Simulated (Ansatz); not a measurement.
**CH$_{3}$GaO$_{2}$: density, localisation and related maps**

```json
{"atom": "O", "x (Å)": "-2.0911", "y (Å)": "0.7702", "z (Å)": "-1.4327"}
{"atom": "Ga", "x (Å)": "-1.2019", "y (Å)": "1.5464", "z (Å)": "-0.0510"}
{"atom": "C", "x (Å)": "1.2961", "y (Å)": "-0.5745", "z (Å)": "0.8078"}
{"atom": "O", "x (Å)": "0.4395", "y (Å)": "-0.6120", "z (Å)": "-0.0326"}
{"atom": "H", "x (Å)": "-1.7978", "y (Å)": "-0.0828", "z (Å)": "-1.7601"}
{"atom": "H", "x (Å)": "1.3885", "y (Å)": "0.2791", "z (Å)": "1.5045"}
{"atom": "H", "x (Å)": "2.0280", "y (Å)": "-1.3944", "z (Å)": "0.9182"}
```

Geometry: PBE0-D4/def2-TZVP; at this geometry the atoms fall into two loosely joined parts.

The calculation used Ansatz 0.2.0, RKS PBE0-D4/def2-TZVPP.

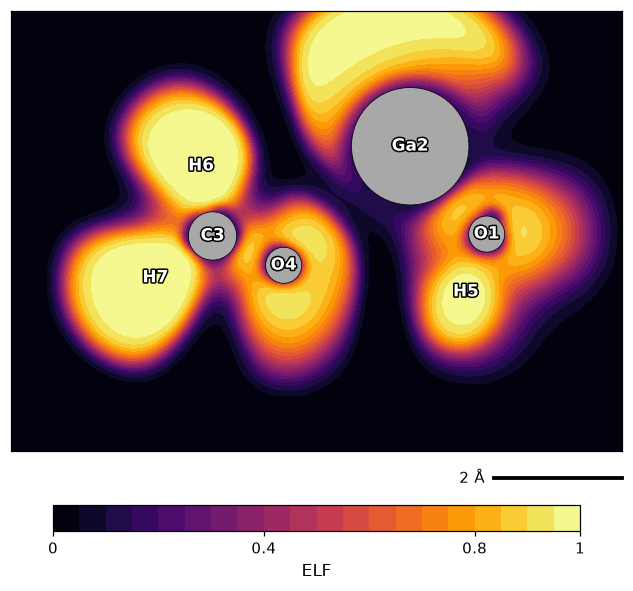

Figure 1. Electron localisation function on the molecular plane. Grey discs cover the atomic cores.

**Read the bonding off the picture.**

- The section cuts through O, Ga, C and H sites.
- C–O (1.20 Å): the ELF peaks at about 0.85 between the atoms; a multiple bond.
- Ga–O (1.82 Å): the ELF peaks at about 0.85 in the valence shell of O, 0.5 Å from its nucleus, and is about 0.25 at the midpoint.
- O–H (0.96 Å): the ELF climbs to about 1 towards the hydrogen, as it does in any bond to H; an ordinary covalent bond to hydrogen.
- C–H (1.10 Å): the ELF climbs to about 1 towards the hydrogen (a covalent bond by its length).
- The ELF also peaks beside O4 and O1, away from the bonds: lone-pair regions.

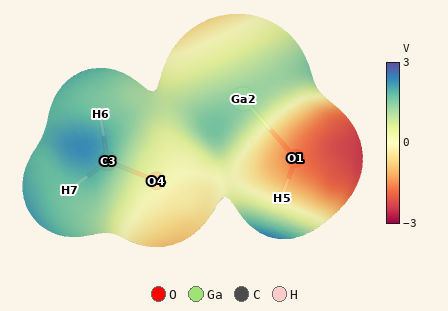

Figure 2. The molecular electrostatic potential painted on the density surface at 0.004 e/bohr³, seen across its widest extent; the colour scale runs from red (negative) to blue (positive).

**Describe the electrostatic potential map.**

The most negative region (about −2.4 V) lies over O1, the most positive (about +2.3 V) over C3 and H5. O1 is the likeliest acceptor of a hydrogen bond.

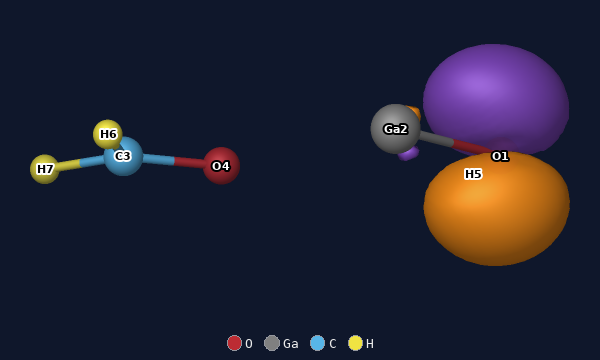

Figure 3. The HOMO−1 at ±0.2 Å⁻³ᐟ² (orange and purple are the two phases), seen from one side.

**What is the character of this orbital?**

It lies mainly on O1 (about 80 %) and Ga2 (about 10 %); it changes sign across the molecular plane (π type). Its energy is −8.03 eV.
